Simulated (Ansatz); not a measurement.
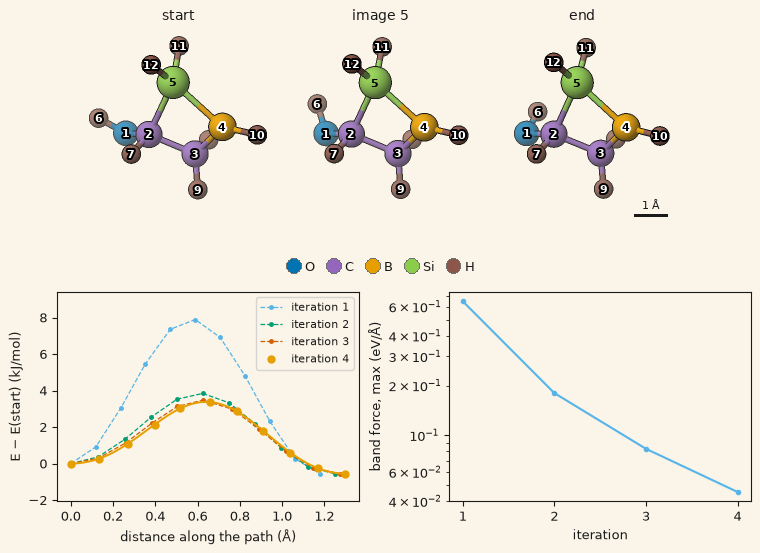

A search for the minimum-energy path of C2H7BOSi by the nudged elastic band. Images are numbered from 0 (start) to 10 (end). The plot follows the band through its iterations. Style: ball-and-stick. Shown at a tilt.

Level of theory: Ansatz 0.2.0, RKS B3LYP-D4/def2-SVP. Settings: 9 movable images; climbing image; force threshold 0.05 eV/Å; iteration limit 38; spring constant 0.1 eV/Å²; starting path by image-dependent pair potential.

### Did the band converge, and can the barrier be trusted?

The run is converged, with reservations. The band converged in 4 iterations. The largest component of the band force went from 0.65 to 0.045 eV/Å. The climbing image converged on the top of the path. Its curvatures weren't checked. The spring constant is far from the usual few eV/Å², which spoils the spacing or the steps. The first iteration put the highest image at 7.89 kJ/mol. The energy climbs by 3.38 kJ/mol to image 5 and then falls by 3.93 kJ/mol, so the end point sits at −0.55 kJ/mol.
